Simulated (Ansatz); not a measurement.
```
CELL_PARAMETERS angstrom
5.74702 0.00000 0.00000
-2.87351 4.97707 0.00000
0.00000 0.00000 4.78047
ATOMIC_POSITIONS crystal
Ta 0.83767 0.67534 0.25000
Ta 0.16233 0.83767 0.75000
Ta 0.32466 0.16233 0.25000
Ta 0.16233 0.32466 0.75000
Ta 0.83767 0.16233 0.25000
Ta 0.67534 0.83767 0.75000
F 0.33333 0.66667 0.25000
F 0.66667 0.33333 0.75000
```

Space group P6₃/mmc; started from the Ni3Sn (D0_19)_194 prototype, which need not be the ambient phase.

Method: Ansatz, DFT PBE, scalar-relativistic, plane waves, PAW.

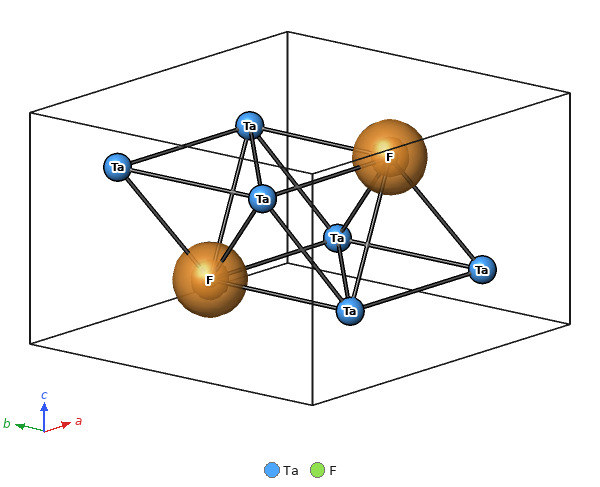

Ta3F. Isosurface of the ELF at 0.75 (orange), seen at an oblique angle. Only the valence region is drawn (cores and ρ < 0.01 e/Å³ removed). Sticks mark near contacts.

Core electrons are frozen (PAW), and the valence fields are smoothed inside the atomic spheres.

### What do the ELF domains correspond to?

The ELF exceeds this value in two regions wrapped around F (the valence shell of each), counted in one cell of 8 atoms. Any copies at cell faces, edges or corners count once.

Values along the shortest contacts:
Ta–Ta (2.80 Å): the ELF is about 0.40 at the midpoint. Ta–F (2.87 Å): the ELF is about 0.05 at the midpoint: no localised pair shows between them.
